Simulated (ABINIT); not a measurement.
**AgSbSe3 (Pm-3m): zone-centre phonons**

Aim: the zone-centre modes of AgSbSe3 (Pm-3m).

Program: ABINIT 10.8.3. Level of theory: DFT LDA, scalar-relativistic, plane waves, JTH PAW pseudopotentials. Results are calculated unless marked as measured.

The structure was built from a prototype and need not be the compound's stable phase.

## Step 1: The starting structure

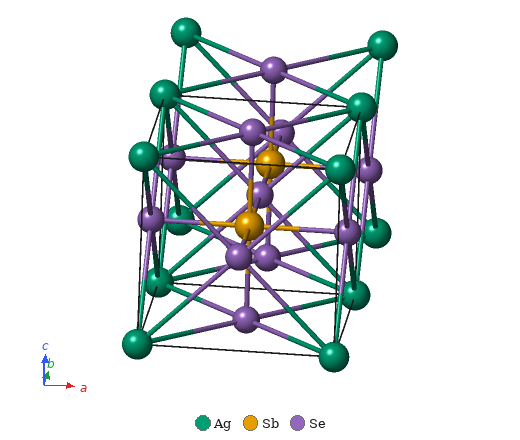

The cell as given, slightly off an axis (silver teal, antimony orange, selenium purple). 1×2×1 cells are drawn. Some periodic images of atoms are drawn too.

## Step 2: A probe with smearing

A first run with smearing and empty bands tells whether the crystal has a gap, which decides between fixed occupations and smearing later on.

probe.abi

```
# ground state
tolvrs 1.0d-08
prtden 1
prtwf 1

# basis, mesh and filling
ecut 18.0
pawecutdg 36.0
ngkpt 4 4 4
nshiftk 1
shiftk 0.0 0.0 0.0
istwfk *1
occopt 7
tsmear 0.005
nband 31
nstep 100
diemac 9.0
prtebands 0
prtgsr 0

# cell and atoms
acell 9.555967067 9.555967067 9.555967067
rprim 
    1.0 0.0 0.0
    0.0 1.0 0.0
    0.0 0.0 1.0
ntypat 3
znucl 47 51 34
natom 5
typat 1 2 3 3 3
xred 
    0.0 0.0 0.0
    0.5 0.5 0.5
    0.5 0.5 0.0
    0.5 0.0 0.5
    0.0 0.5 0.5
pp_dirpath "./pseudo"
pseudos "Ag.xml, Sb.xml, Se.xml"
```

Command:

```console
OMP_NUM_THREADS=1 mpirun -n 4 abinit probe.abi > probe.log
```

Numbers of over 12 decimals in the logs are rounded to 6 here.

probe.abo, the main output file:

```text
[banners, grids, parts of the stress and lines that vanish by symmetry left out]
- input  file    -> probe.abi
- output file    -> probe.abo
- root for input  files -> probei
[...]
Symmetries : space group Pm -3 m (#221); Bravais cP (primitive cubic)
[...]
mpw =        3218          nfft =       64000          nkpt =          10
[...]
== DATASET  1 ==================================================================
[...]
cutoff_energies: {ecut:  18.0, pawecutdg:  36.0, }
[...]
ETOT  1  -148.22632276176    -1.482E+02 1.987E+01 8.827E+00
 ETOT  2  -150.10598793270    -1.880E+00 2.385E-02 9.148E+00
 ETOT  3  -150.04152419652     6.446E-02 6.399E-03 1.837E+00
 ETOT  4  -150.02758811777     1.394E-02 1.481E-02 8.168E-02
 ETOT  5  -150.02810771682    -5.196E-04 8.051E-04 3.107E-02
[...]
ETOT 10  -150.02784058352     1.818E-08 2.604E-05 1.224E-07
 ETOT 11  -150.02784058469    -1.175E-09 1.531E-05 3.536E-09
 At SCF step   11       nres2   =  3.54E-09 < tolvrs=  1.00E-08 =>converged.
[...]
sigma(1 1)= -1.00353172E-04  sigma(3 2)=  0.00000000E+00
  sigma(2 2)= -1.00353172E-04  sigma(3 1)=  0.00000000E+00
  sigma(3 3)= -1.00353172E-04  sigma(2 1)=  0.00000000E+00
[...]
convergence: {deltae: -1.175E-09, res2:  3.536E-09, residm:  1.531E-05, diffor: null, }
etotal    :  -1.50027841E+02
[...]
sigma(1 1)= -1.00353172E-04  sigma(3 2)=  0.00000000E+00
  sigma(2 2)= -1.00353172E-04  sigma(3 1)=  0.00000000E+00
  sigma(3 3)= -1.00353172E-04  sigma(2 1)=  0.00000000E+00
[...]
- sigma(1 1)= -2.95249226E+00  sigma(3 2)=  0.00000000E+00
- sigma(2 2)= -2.95249226E+00  sigma(3 1)=  0.00000000E+00
- sigma(3 3)= -2.95249226E+00  sigma(2 1)=  0.00000000E+00
[...]
fcart     -0.0000000000E+00 -0.0000000000E+00 -0.0000000000E+00
           strten     -1.0035317229E-04 -1.0035317229E-04 -1.0035317229E-04
================================================================================

[key lines of the parts left out:]
pressure_GPa:   2.9525E+00
Total energy DC (eV): -5.18869924252932E+05
```

Elapsed: 13 s, on 4 MPI ranks of Arm Neoverse V2, shared host; 50 s of CPU time.

Read from the output:

```
volume per atom   : 25.86 Å³
pressure          : 2.952 GPa
gap on the k-mesh : 0 eV
```

No gap opens on this mesh, so smearing is kept; the printed pressure holds the stress of the finite basis too.

## Step 3: Rough relaxation

The typed start is rough, so a first relaxation with smearing and loose thresholds takes it towards rest cheaply.

prerelax.abi

```
# relaxation
ionmov 2
optcell 2
dilatmx 1.15
chkdilatmx 0
ntime 40
tolmxf 3.0d-04
tolvrs 1.0d-10
prtwf 0
prtden 0
chksymtnons 0

# basis, mesh and filling
ecut 20.0
ecutsm 3.0
pawecutdg 40.0
ngkpt 4 4 4
nshiftk 1
shiftk 0.0 0.0 0.0
istwfk *1
occopt 7
tsmear 0.005
nband 31
nstep 100
diemac 1000000.0
prtebands 0
prtgsr 0

# cell and atoms
acell 9.555967067 9.555967067 9.555967067
rprim 
    1.0 0.0 0.0
    0.0 1.0 0.0
    0.0 0.0 1.0
ntypat 3
znucl 47 51 34
natom 5
typat 1 2 3 3 3
xred 
    0.0 0.0 0.0
    0.5 0.5 0.5
    0.5 0.5 0.0
    0.5 0.0 0.5
    0.0 0.5 0.5
pp_dirpath "./pseudo"
pseudos "Ag.xml, Sb.xml, Se.xml"
```

Command:

```console
OMP_NUM_THREADS=1 mpirun -n 4 abinit prerelax.abi > prerelax.log
```

prerelax.abo, the main output file:

```text
[banners, grids, parts of the stress and lines that vanish by symmetry left out]
- input  file    -> prerelax.abi
- output file    -> prerelax.abo
- root for input  files -> prerelaxi
[...]
Symmetries : space group Pm -3 m (#221); Bravais cP (primitive cubic)
[...]
mpw =        5702          nfft =      110592          nkpt =          10
[...]
== DATASET  1 ==================================================================
[...]
cutoff_energies: {ecut:  20.0, pawecutdg:  40.0, }
[...]
ETOT  1  -146.97335001615    -1.470E+02 4.815E+01 1.775E+01
 ETOT  2  -150.13637249279    -3.163E+00 6.467E-02 1.947E+01
 ETOT  3  -150.04995574544     8.642E-02 2.364E-02 4.636E+00
 ETOT  4  -150.02772571685     2.223E-02 1.065E-02 3.127E-01
 ETOT  5  -150.02900644208    -1.281E-03 2.967E-03 2.052E-01
[...]
At SCF step   15       nres2   =  1.06E-11 < tolvrs=  1.00E-10 =>converged.
[...]
ETOT 11  -150.03018357558    -2.672E-12 6.185E-06 5.563E-11
 At SCF step   11       nres2   =  5.56E-11 < tolvrs=  1.00E-10 =>converged.
[...]
sigma(1 1)= -3.65327951E-07  sigma(3 2)=  0.00000000E+00
  sigma(2 2)= -3.65327951E-07  sigma(3 1)=  0.00000000E+00
  sigma(3 3)= -3.65327951E-07  sigma(2 1)=  0.00000000E+00
[...]
convergence: {deltae: -2.672E-12, res2:  5.563E-11, residm:  6.185E-06, diffor: null, }
etotal    :  -1.50030184E+02
[...]
At Broyd/MD step   4, gradients are converged :
[...]
sigma(1 1)= -3.65327951E-07  sigma(3 2)=  0.00000000E+00
  sigma(2 2)= -3.65327951E-07  sigma(3 1)=  0.00000000E+00
  sigma(3 3)= -3.65327951E-07  sigma(2 1)=  0.00000000E+00
[...]
- sigma(1 1)= -1.07483194E-02  sigma(3 2)=  0.00000000E+00
- sigma(2 2)= -1.07483194E-02  sigma(3 1)=  0.00000000E+00
- sigma(3 3)= -1.07483194E-02  sigma(2 1)=  0.00000000E+00
[...]
fcart     -0.0000000000E+00 -0.0000000000E+00 -0.0000000000E+00
           strten     -3.6532795145E-07 -3.6532795144E-07 -3.6532795146E-07
================================================================================

[key lines of the parts left out:]
pressure_GPa:   1.0748E-02
Total energy DC (eV): -5.18869988008962E+05
```

The job ended after 77 s (4 MPI ranks).

The steps of the relaxation:

```tsv
step	energy less that of the first step (eV)	largest force (eV/Å)	volume (Å³)
1	0.0000	0.0000	129.31
2	-0.0204	0.0000	130.51
3	-0.0610	0.0000	135.69
4	-0.0612	0.0000	136.08
```

```tsv
conventional cell, symmetrised	before	after	change
a (Å)	5.057	5.144	+1.7 %
b (Å)	5.057	5.144	+1.7 %
c (Å)	5.057	5.144	+1.7 %
volume (Å³/atom)	25.86	27.22	+5.2 %
```

The relaxed structure:

```xyz
5
Lattice="5.1436 0.0000 0.0000 0.0000 5.1436 0.0000 0.0000 0.0000 5.1436" Properties=species:S:1:pos:R:3 pbc="T T T"
Ag    0.0000    0.0000    0.0000
Sb    2.5718    2.5718    2.5718
Se    2.5718    2.5718    0.0000
Se    2.5718    0.0000    2.5718
Se    0.0000    2.5718    2.5718
```

Read from the output:

- volume per atom: 27.22 Å³
- pressure: 0.01075 GPa

The volume changes by +5.2 % in this run and stands +5.2 % from the first cell.

## Step 4: Relaxing the cell and atoms

The harmonic expansion needs vanishing forces, and a free crystal bears no stress, so cell and atoms are brought to rest. Stress is more sensitive to the basis than forces are: the last 3 Ha under the cutoff are smoothed with ecutsm, and the cutoff is raised above that of the later runs.

relax.abi

```
# relaxation
ionmov 2
optcell 2
dilatmx 1.08
ntime 40
tolmxf 1.0d-05
tolvrs 1.0d-14
prtwf 0
prtden 0
chksymtnons 0

# basis, mesh and filling
ecut 24.0
ecutsm 3.0
pawecutdg 48.0
ngkpt 4 4 4
nshiftk 1
shiftk 0.0 0.0 0.0
istwfk *1
occopt 6
tsmear 0.01
nband 31
nstep 100
diemac 1000000.0
prtebands 0
prtgsr 0

# cell and atoms
acell 9.719924213 9.719924213 9.719924213
rprim 
    1.0 0.0 0.0
    0.0 1.0 0.0
    0.0 0.0 1.0
ntypat 3
znucl 47 51 34
natom 5
typat 1 2 3 3 3
xred 
    0.0 0.0 0.0
    0.5 0.5 0.5
    0.5 0.5 0.0
    0.5 0.0 0.5
    0.0 0.5 0.5
pp_dirpath "./pseudo"
pseudos "Ag.xml, Sb.xml, Se.xml"
```

Command:

```console
OMP_NUM_THREADS=1 mpirun -n 4 abinit relax.abi > relax.log
```

relax.abo, the main output file:

```text
[banners, grids, parts of the stress and lines that vanish by symmetry left out]
- input  file    -> relax.abi
- output file    -> relax.abo
- root for input  files -> relaxi
[...]
Symmetries : space group Pm -3 m (#221); Bravais cP (primitive cubic)
[...]
mpw =        6530          nfft =      110592          nkpt =          10
[...]
== DATASET  1 ==================================================================
[...]
cutoff_energies: {ecut:  24.0, pawecutdg:  48.0, }
[...]
ETOT  1  -147.24052249260    -1.472E+02 2.329E+01 1.435E+01
 ETOT  2  -150.08275064912    -2.842E+00 3.023E-02 1.470E+01
 ETOT  3  -150.04110871995     4.164E-02 1.606E-02 3.523E+00
 ETOT  4  -150.02989606822     1.121E-02 2.688E-03 2.351E-01
 ETOT  5  -150.03010004232    -2.040E-04 1.892E-03 7.303E-02
[...]
At SCF step   17       nres2   =  4.91E-15 < tolvrs=  1.00E-14 =>converged.
[...]
sigma(1 1)=  2.49095123E-06  sigma(3 2)=  0.00000000E+00
  sigma(2 2)=  2.49095123E-06  sigma(3 1)=  0.00000000E+00
  sigma(3 3)=  2.49095123E-06  sigma(2 1)=  0.00000000E+00
[...]
convergence: {deltae: -9.663E-13, res2:  4.914E-15, residm:  1.064E-05, diffor: null, }
etotal    :  -1.50029839E+02
[...]
ETOT  1  -150.02984098498    -1.500E+02 8.237E-06 3.522E-04
[...]
At SCF step   14       nres2   =  1.16E-15 < tolvrs=  1.00E-14 =>converged.
[...]
sigma(1 1)=  2.09238441E-06  sigma(3 2)=  0.00000000E+00
  sigma(2 2)=  2.09238441E-06  sigma(3 1)=  0.00000000E+00
  sigma(3 3)=  2.09238441E-06  sigma(2 1)=  0.00000000E+00
[...]
convergence: {deltae: -7.105E-13, res2:  1.162E-15, residm:  7.269E-06, diffor: null, }
etotal    :  -1.50029839E+02
[...]
ETOT  1  -150.02989295300    -1.500E+02 8.501E-03 9.736E-03
[...]
ETOT 14  -150.02984019443    -1.094E-11 2.778E-06 3.237E-14
 ETOT 15  -150.02984019442     8.015E-12 4.728E-06 5.268E-15
 At SCF step   15       nres2   =  5.27E-15 < tolvrs=  1.00E-14 =>converged.
[...]
sigma(1 1)= -6.88483848E-09  sigma(3 2)=  0.00000000E+00
  sigma(2 2)= -6.88483850E-09  sigma(3 1)=  0.00000000E+00
  sigma(3 3)= -6.88483845E-09  sigma(2 1)=  0.00000000E+00
[...]
convergence: {deltae:  8.015E-12, res2:  5.268E-15, residm:  4.728E-06, diffor: null, }
etotal    :  -1.50029840E+02
[...]
At Broyd/MD step   3, gradients are converged :
[...]
sigma(1 1)= -6.88483848E-09  sigma(3 2)=  0.00000000E+00
  sigma(2 2)= -6.88483850E-09  sigma(3 1)=  0.00000000E+00
  sigma(3 3)= -6.88483845E-09  sigma(2 1)=  0.00000000E+00
[...]
- sigma(1 1)= -2.02558941E-04  sigma(3 2)=  0.00000000E+00
- sigma(2 2)= -2.02558942E-04  sigma(3 1)=  0.00000000E+00
- sigma(3 3)= -2.02558941E-04  sigma(2 1)=  0.00000000E+00
[...]
fcart     -0.0000000000E+00 -0.0000000000E+00 -0.0000000000E+00
           strten     -6.8848384788E-09 -6.8848384997E-09 -6.8848384546E-09
================================================================================

[key lines of the parts left out:]
pressure_GPa:   2.0256E-04
Total energy DC (eV): -5.18869978665084E+05
```

Run time: 76 s. Hardware: 4 MPI ranks.

Little changed from the start: no atom moved by 0.005 Å and no cell edge by 0.1 %.

Read from the output:

```
volume per atom : 27.18 Å³
pressure        : 2.03e-4 GPa
```

The volume changes by -0.1 % in this run and stands +5.1 % from the first cell.

## Step 5: Self-consistent run for the response

The response is built on these wavefunctions, so the potential is converged far more tightly than an energy would need. Smearing stays on, as the first look found no gap above 0.3 eV.

gs.abi

```
# ground state
tolvrs 1.0d-16
prtden 1
prtwf 1

# basis, mesh and filling
ecut 18.0
pawecutdg 36.0
ngkpt 4 4 4
nshiftk 1
shiftk 0.0 0.0 0.0
istwfk *1
occopt 6
tsmear 0.01
nband 31
nstep 100
diemac 1000000.0
prtebands 0
prtgsr 0

# cell and atoms
acell 9.715389992 9.715389992 9.715389992
rprim 
    1.0 0.0 0.0
    0.0 1.0 0.0
    0.0 0.0 1.0
ntypat 3
znucl 47 51 34
natom 5
typat 1 2 3 3 3
xred 
    0.0 0.0 0.0
    0.5 0.5 0.5
    0.5 0.5 0.0
    0.5 0.0 0.5
    0.0 0.5 0.5
pp_dirpath "./pseudo"
pseudos "Ag.xml, Sb.xml, Se.xml"
```

Command:

```console
OMP_NUM_THREADS=1 mpirun -n 4 abinit gs.abi > gs.log
```

gs.abo, the main output file:

```text
[banners, grids, parts of the stress and lines that vanish by symmetry left out]
- input  file    -> gs.abi
- output file    -> gs.abo
- root for input  files -> gsi
[...]
Symmetries : space group Pm -3 m (#221); Bravais cP (primitive cubic)
[...]
mpw =        3407          nfft =       64000          nkpt =          10
[...]
== DATASET  1 ==================================================================
[...]
cutoff_energies: {ecut:  18.0, pawecutdg:  36.0, }
[...]
ETOT  1  -147.76608412589    -1.478E+02 3.661E+01 1.290E+01
 ETOT  2  -150.15216914713    -2.386E+00 5.430E-02 1.415E+01
 ETOT  3  -150.05610849632     9.606E-02 2.066E-02 3.411E+00
 ETOT  4  -150.02984884786     2.626E-02 5.721E-03 1.887E-01
 ETOT  5  -150.03004457352    -1.957E-04 1.466E-03 7.459E-02
[...]
ETOT 20  -150.02941122972    -3.979E-13 1.495E-05 2.155E-16
 ETOT 21  -150.02941122972     7.105E-13 3.752E-06 1.719E-17
 At SCF step   21       nres2   =  1.72E-17 < tolvrs=  1.00E-16 =>converged.
[...]
sigma(1 1)=  2.46911456E-06  sigma(3 2)=  0.00000000E+00
  sigma(2 2)=  2.46911456E-06  sigma(3 1)=  0.00000000E+00
  sigma(3 3)=  2.46911456E-06  sigma(2 1)=  0.00000000E+00
[...]
convergence: {deltae:  7.105E-13, res2:  1.719E-17, residm:  3.752E-06, diffor: null, }
etotal    :  -1.50029411E+02
[...]
sigma(1 1)=  2.46911456E-06  sigma(3 2)=  0.00000000E+00
  sigma(2 2)=  2.46911456E-06  sigma(3 1)=  0.00000000E+00
  sigma(3 3)=  2.46911456E-06  sigma(2 1)=  0.00000000E+00
[...]
- sigma(1 1)=  7.26438583E-02  sigma(3 2)=  0.00000000E+00
- sigma(2 2)=  7.26438583E-02  sigma(3 1)=  0.00000000E+00
- sigma(3 3)=  7.26438583E-02  sigma(2 1)=  0.00000000E+00
[...]
fcart     -0.0000000000E+00 -0.0000000000E+00 -0.0000000000E+00
           strten      2.4691145590E-06  2.4691145590E-06  2.4691145590E-06
================================================================================

[key lines of the parts left out:]
pressure_GPa:  -7.2644E-02
Total energy DC (eV): -5.18869966992360E+05
```

Wall time 21 s (4 MPI ranks).

Numbers from this step:

* pressure: -0.07264 GPa

The cell stands at -0.073 GPa, close enough for phonons.

## Step 6: Linear response at Γ

At q = 0 one unit cell holds all displacements. The response is solved for single atoms along the cell's directions, and symmetry skips those that follow from others. The crystal is treated as a metal, which screens a static field, so no field response is asked.

dfpt_gamma.abi

```

# common to the responses
getwfk_filepath "gso_WFK"
kptopt 2
nqpt 1
qpt 0.0 0.0 0.0
asr 0
chneut 0

# displacements
rfphon 1
rfatpol 1 5
rfdir 1 1 1
tolvrs 1.0d-10
prtwf 0

# basis, mesh and filling
ecut 18.0
pawecutdg 36.0
ngkpt 4 4 4
nshiftk 1
shiftk 0.0 0.0 0.0
istwfk *1
occopt 6
tsmear 0.01
nband 31
nstep 100
diemac 1000000.0
prtebands 0
prtgsr 0

# cell and atoms
acell 9.715389992 9.715389992 9.715389992
rprim 
    1.0 0.0 0.0
    0.0 1.0 0.0
    0.0 0.0 1.0
ntypat 3
znucl 47 51 34
natom 5
typat 1 2 3 3 3
xred 
    0.0 0.0 0.0
    0.5 0.5 0.5
    0.5 0.5 0.0
    0.5 0.0 0.5
    0.0 0.5 0.5
pp_dirpath "./pseudo"
pseudos "Ag.xml, Sb.xml, Se.xml"
```

Command:

```console
OMP_NUM_THREADS=1 mpirun -n 4 abinit dfpt_gamma.abi > dfpt_gamma.log
```

dfpt_gamma.abo, the main output file:

```text
[banners, grids, parts of the stress and lines that vanish by symmetry left out]
- input  file    -> dfpt_gamma.abi
- output file    -> dfpt_gamma.abo
- root for input  files -> dfpt_gammai
[...]
Symmetries : space group Pm -3 m (#221); Bravais cP (primitive cubic)
[...]
nfft =       64000          nkpt =          36
[...]
== DATASET  1 ==================================================================
[...]
cutoff_energies: {ecut:  18.0, pawecutdg:  36.0, }
[...]
Perturbation : displacement of atom   1   along direction   1
[...]
-ETOT  1   1551.2220796222     -1.073E+03 6.230E+00 8.368E+06
 ETOT  2   205.67276647843     -1.346E+03 1.563E+00 1.188E+06
 ETOT  3   1.650738     -2.040E+02 5.405E-01 2.396E+04
 ETOT  4  -1.363254     -3.014E+00 1.472E-01 1.914E+03
 ETOT  5  -1.603753     -2.405E-01 1.017E-02 7.113E+01
[...]
At SCF step   15       vres2   =  1.73E-11 < tolvrs=  1.00E-10 =>converged.
[...]
Perturbation : displacement of atom   2   along direction   1
[...]
-ETOT  1   4481.0345564635      6.840E+03 1.442E+01 2.277E+07
[...]
At SCF step   16       vres2   =  1.02E-11 < tolvrs=  1.00E-10 =>converged.
[...]
Perturbation : displacement of atom   3   along direction   1
[...]
-ETOT  1   292.49587131703     -2.524E+01 2.380E+00 1.649E+06
[...]
At SCF step   15       vres2   =  4.61E-11 < tolvrs=  1.00E-10 =>converged.
[...]
Perturbation : displacement of atom   3   along direction   3
[...]
-ETOT  1   462.62564996953      1.260E+02 1.306E+00 2.387E+06
[...]
ETOT 13   8.263674     -1.052E-10 1.341E-10 1.295E-09
 ETOT 14   8.263674      4.377E-11 4.035E-11 1.866E-11
 At SCF step   14       vres2   =  1.87E-11 < tolvrs=  1.00E-10 =>converged.
[...]
Phonon wavevector (reduced coordinates) :  0.00000  0.00000  0.00000
 Phonon energies in Hartree :
[...]
Phonon frequencies in cm-1    :
- -1.092862E+02 -1.092862E+02 -1.092862E+02 -9.879100E+01 -9.879100E+01
- -9.879100E+01 -5.953743E+01 -5.953743E+01 -5.953743E+01  5.519692E+00
-  5.519692E+00  5.519692E+00  2.027669E+02  2.027669E+02  2.027669E+02
[...]
fcart      0.0000000000E+00  0.0000000000E+00  0.0000000000E+00
           strten      0.0000000000E+00  0.0000000000E+00  0.0000000000E+00
================================================================================
```

Elapsed: 2.4 min, on 4 MPI ranks.

This step gave:

```yaml
largest_acoustic_frequency_at_the_zone_centre_before_the_sum_rule: 5.52 cm⁻¹
highest_optical_zone_centre_mode_no_lo_to_term: 202.8 cm⁻¹
lowest_optical_zone_centre_mode: -109.3 cm⁻¹
```

The acoustic modes at Γ come out as far as 5.5 cm⁻¹ from zero, where they should vanish, a small numerical error. The lowest optical mode is imaginary, 109i cm⁻¹, an instability at this level and on this k mesh.

[end of part 1 of 3]

[Host names and launcher messages were left out of these logs when they were recorded.]

[Logs are printed without paths, hosts, clocks, repeated set-up lines and the standing remarks that a program may print on its own settings, such as how far it seeks lower states.]

[Hosts, paths, dates, database ids (printed as entryN), source tags and the programs' standing remarks are cut or masked in the printed files.]
